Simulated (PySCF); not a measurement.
The calculation's input:

```
{"job": {"kind": "nmr", "xc": "PBE0", "basis": "pcSseg-1", "pop": false}, "charge": 0, "multiplicity": 1}
C      3.057300    -0.041600    -0.038200
O      1.760000    -0.541400    -0.076600
Si     0.443000     0.172500     0.538900
N     -0.604400     1.014300    -0.552900
C     -1.945300     0.717000    -0.096900
C     -2.017100    -0.718300     0.455300
N     -0.710900    -1.001700     0.989000
H      3.329400     0.255200     0.976900
H      3.160400     0.827100    -0.692400
H      3.732700    -0.828200    -0.376300
H      0.775300     1.113100     1.613600
H     -0.486500     0.850500    -1.541300
H     -2.680300     0.879600    -0.885100
H     -2.156700     1.407400     0.723600
H     -2.276600    -1.427100    -0.344300
H     -2.788600    -0.783400     1.230200
H     -0.598800    -1.882800     1.453100
```

Command:

```sh
OMP_NUM_THREADS=1 python probes_run.py task.json out
```

Geometry: GFN2-xTB, NEB image 0 of 0 to 8.

Level of theory: PBE0/pcSseg-1, SCF density, gas phase, non-relativistic (PySCF).

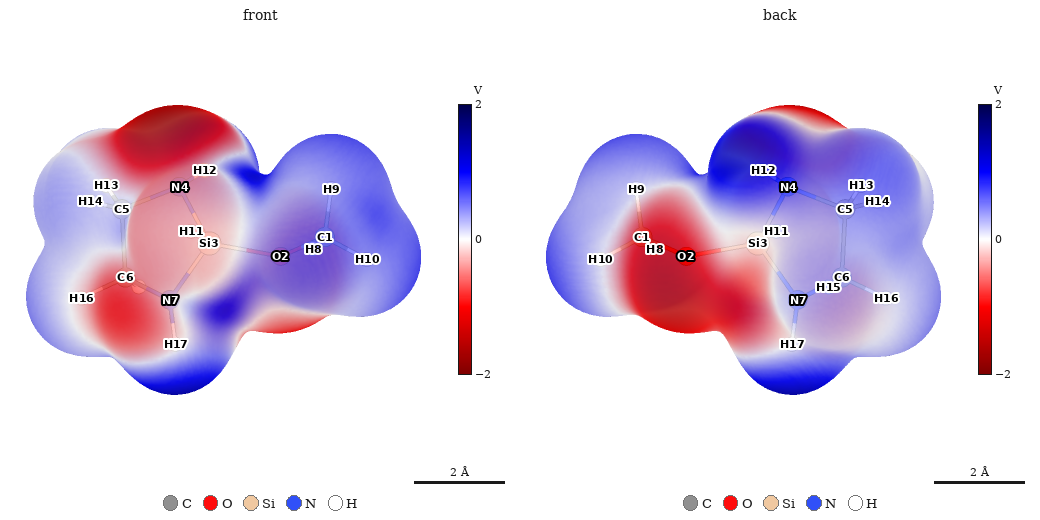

C3H10N2OSi (SMILES CO[SiH]1NCCN1). The molecular electrostatic potential painted on the density surface at 0.002 e/bohr³, seen from the front and from behind; red is negative and blue positive.

### Where is the surface potential most negative and most positive?

The most negative region (about −1.7 V, or −39 kcal/mol for a unit charge) lies over N4, the most positive (about +1.4 V, or +32 kcal/mol for a unit charge) over H12 and H17. N4 is the likeliest acceptor of a hydrogen bond.

### How polar is the molecule by this calculation?

Its dipole moment is 0.81 D.
